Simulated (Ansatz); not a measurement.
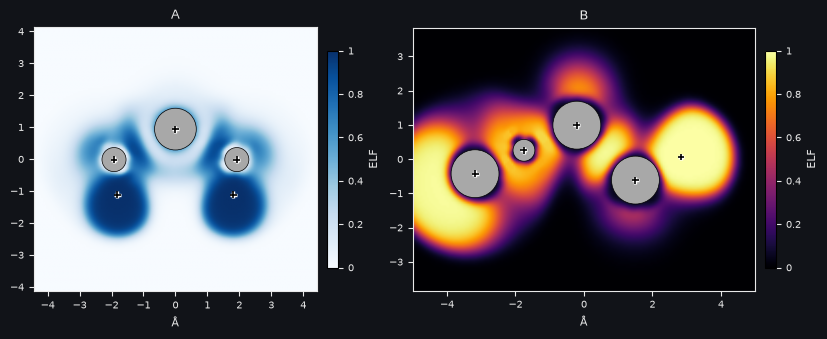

The ELF of 2 systems, each on a plane through atoms (crosses mark nuclei in the plane; grey discs cover the cores).

All numbers below come from Ansatz 0.2.0, isolated molecule in a Gaussian basis; Kohn-Sham density functional theory, functional PBE0.

System 1: C₂H₆F₂Sn, the plane of atoms C1, Sn5 and C2. Geometry: B3LYP-D3(BJ)/def2-SVP; core potentials replace the inner electrons of Sn.

```xyz
11

C     0.1274    0.2558    0.7432
C    -2.0304   -0.3080   -2.3885
F     0.9524    1.0491   -2.3270
F     0.7324   -1.9048   -1.6450
Sn   -0.1649   -0.2021   -1.3328
H     0.7678    1.1464    0.8023
H    -0.8322    0.4446    1.2431
H     0.6342   -0.6019    1.2062
H    -2.1217   -1.3208   -2.8039
H    -2.8740   -0.0954   -1.7180
H    -1.9968    0.4295   -3.2019
```

System 2: H₄NSi₃ (doublet), the plane of atoms N1, Si3 and Si2. Geometry: B3LYP-D3(BJ)/def2-SVP.

```yaml
atoms:
  - { symbol: N, position_ang: [1.3421, 0.2178, -1.5153] }
  - { symbol: Si, position_ang: [-0.6484, 0.2319, 1.2045] }
  - { symbol: Si, position_ang: [-0.2937, -0.0568, -1.0958] }
  - { symbol: Si, position_ang: [2.8832, 0.3467, -1.8795] }
  - { symbol: H, position_ang: [-0.3254, 1.6194, 1.6640] }
  - { symbol: H, position_ang: [0.2320, -0.7202, 1.9442] }
  - { symbol: H, position_ang: [-2.0733, -0.0619, 1.5420] }
  - { symbol: H, position_ang: [-1.2254, 0.7341, -1.9638] }
```

**Match each panel to its system.**

Panel A is system 1, C₂H₆F₂Sn: the plane holds C, Sn and H. C–Sn (2.15 Å): the ELF peaks at about 0.90 in the valence shell of C, 0.7 Å from its nucleus, and drops to about 0.20 between the two atoms. Panel B is system 2, H₄NSi₃: the plane holds N, Si and H. Si–N (1.59 Å): the ELF peaks at about 0.85 between the atoms (a polar covalent bond).
